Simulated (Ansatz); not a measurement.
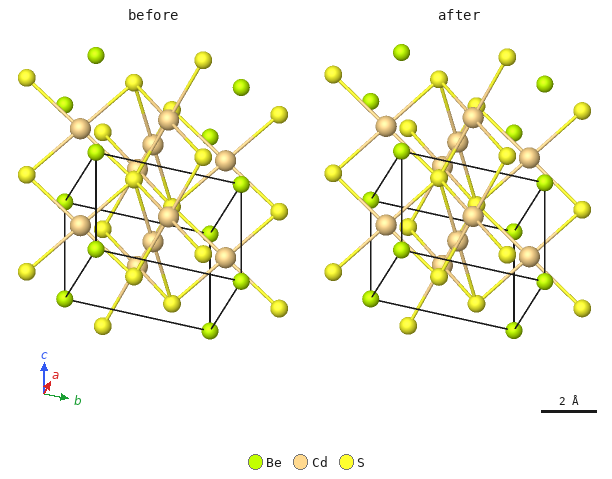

The structure of crystalline BeCd$_{3}$S$_{2}$ (a generated structure, set up in P6/mmm) (coarse preliminary run) before (left) and after (right) a relaxation, at one scale.

A ball-and-stick model of the cell of the calculation, repeated 1 × 1 × 2 with one cell outlined, seen from a free direction.

All numbers below come from DFT PBE, scalar-relativistic, plane waves, PAW (Ansatz). Set-up: plane-wave cutoff 420 eV; k-point mesh 3 × 3 × 6; occupations gaussian; smearing width 0.1 eV; no spin polarisation; cell and atoms relaxed; force threshold 0.04 eV/Å; at most 70 steps.

Describe what moved and what it gained.

Answer. After 1 accepted move (2 points after the start) the energy has fallen by 2.5 meV per atom. All forces vanish by symmetry, so only the cell relaxes. The pressure goes from −0.12 to −0.17 GPa. The SCF was repeated once at an unchanged geometry on a basis and grid sized afresh for the cell, which shifted the energy by 0.1 meV per atom at most. No atom moves by more than 0.005 Å relative to the cell. The drawn cell changes as follows: a = b 6.935 → 6.838 Å (−1.4 %), c 3.704 → 3.773 Å (+1.9 %); the volume changes by −0.9 %. The space group stays P6/mmm (No. 191).
